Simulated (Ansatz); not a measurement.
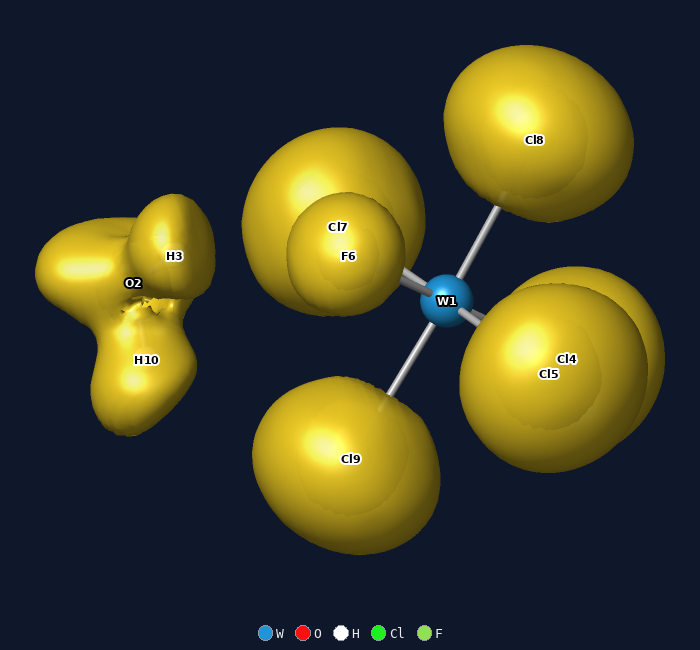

The picture shows: Cl$_{5}$FW···H$_{2}$O. Isosurface of the electron localisation function at 0.75 (yellow), seen across its widest extent. Core shells and regions of very low density are left out.

Core potentials replace the inner electrons of W.

Level of theory: Ansatz, RKS PBE/def2-SVP.

```xyz
10

W     0.5641    0.4051   -0.5154
O    -0.5437   -0.5219    3.1658
H    -1.2419   -0.1256    2.6101
Cl    2.4790    0.2372   -1.7807
Cl    0.1256    2.5145   -1.3883
F    -1.0090    0.5918    0.5290
Cl    0.8936   -1.6657    0.4326
Cl   -0.7324   -0.5496   -2.1816
Cl    1.7350    1.3921    1.2405
H     0.0473    0.2399    3.3195
```

What do the ELF domains correspond to?

Answer. At this value the surface marks out five regions wrapped around Cl (the valence shell of each), one region wrapped around F (its valence shell) and one joined region spread over several atoms (H, O), in which their bonds and any lone pairs are merged. Along the contacts the grid gives the following. F6···H3 (2.21 Å): the ELF dips to about 0.05 between them (a closed-shell contact with the geometry of a hydrogen bond). W–F (1.90 Å): the ELF peaks at about 0.80 in the valence shell of F, 0.5 Å from its nucleus, and drops to about 0.20 between the two atoms.
